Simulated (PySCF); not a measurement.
Input file:

```
mol = gto.M(atom='''
Bi     0.00000     0.00000    -0.00000
N      2.35565     0.00002    -0.00000
H      2.96916     0.00003     0.83397
H      2.96916     0.00003    -0.83397
N     -1.17784     2.04004    -0.00000
H     -1.48460     2.57135     0.83397
H     -1.48460     2.57135    -0.83397
N     -1.17781    -2.04006     0.00000
H     -1.48456    -2.57138     0.83397
H     -1.48456    -2.57138    -0.83397''',
    basis={'Bi': 'def2-SVP', 'N': 'def2-SVP', 'H': 'def2-SVP'},
    ecp={'Bi': 'def2-SVP'},
    charge=2, spin=0)
mf = dft.RKS(mol, xc='R2SCAN')
mf.grids.atom_grid = (75, 302)  # f atoms: at least (60, 302), unpruned
mf = mf.density_fit()  # Bi def2-universal-JKFIT, N def2-universal-JKFIT, H def2-universal-JKFIT
mf.conv_tol = 1e-09; mf.max_cycle = 55
mf.kernel(dm0)
```

Launched as:

```sh
OMP_NUM_THREADS=2 python run.py
```

Core potentials replace the inner electrons of Bi.

All numbers below come from PySCF 2.14.0, RKS r2SCAN, Bi def2-SVP with ECP60, N def2-SVP, H def2-SVP; non-relativistic Hamiltonian with scalar-relativistic core potentials where named; density fitting.

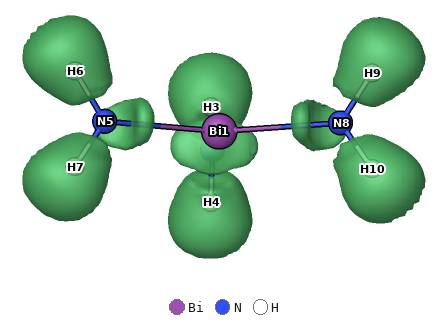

BiH₆N₃ (charge +2). Isosurface of the ELF at 0.85 (green), seen from one side. Only the valence region is drawn (cores and ρ < 0.01 e/Å³ removed).

**What do the ELF domains correspond to?**

The surface consists of six regions around hydrogen nuclei and three lobes of the valence shell of N pointing towards Bi (polar bonds).

Values along the shortest contacts:
Bi–N (2.36 Å): the ELF peaks at about 0.95 in the valence shell of N, 0.7 Å from its nucleus, and drops to about 0.20 between the two atoms. N–H (1.04 Å): the ELF climbs to about 1 towards the hydrogen, as it does in any bond to H (an ordinary covalent bond to hydrogen).
